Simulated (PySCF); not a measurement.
Molecule: Ga(H)2(Vi), SMILES C=[CH][GaH2]. Atoms near the plane z = 0.8 Å, at the B3LYP/def2-SVP optimised geometry (x, y, z in Å): Ga1 (0.2, 1.3, 0.0), H2 (1.8, 1.3, 0.0), H3 (-0.6, 2.6, 0.0), C4 (-0.7, -0.5, 0.0), C5 (0.0, -1.6, 0.0), H6 (-1.8, -0.5, 0.0), H7 (-0.5, -2.6, 0.0), H8 (1.1, -1.6, 0.0).

Computed with B3LYP/def2-TZVP (PySCF). The values are rescaled to run from 0 to 1.

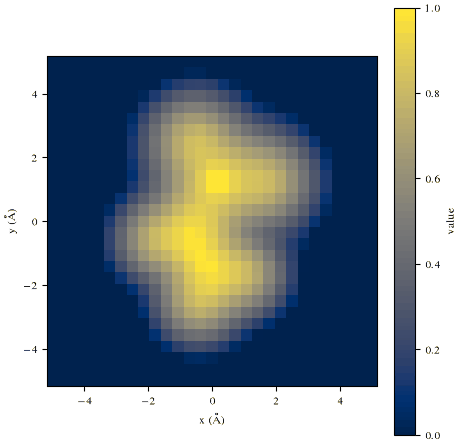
Fig. 1. a field on the plane z = 0.8 Å.

### Question
Which quantity is mapped?
A) electrostatic potential
B) log10 of the electron density
C) an orbital amplitude
D) electron localisation function

### Answer
B, log10 of the electron density. In full: log10 of the electron density (e/bohr³), floored at −4.
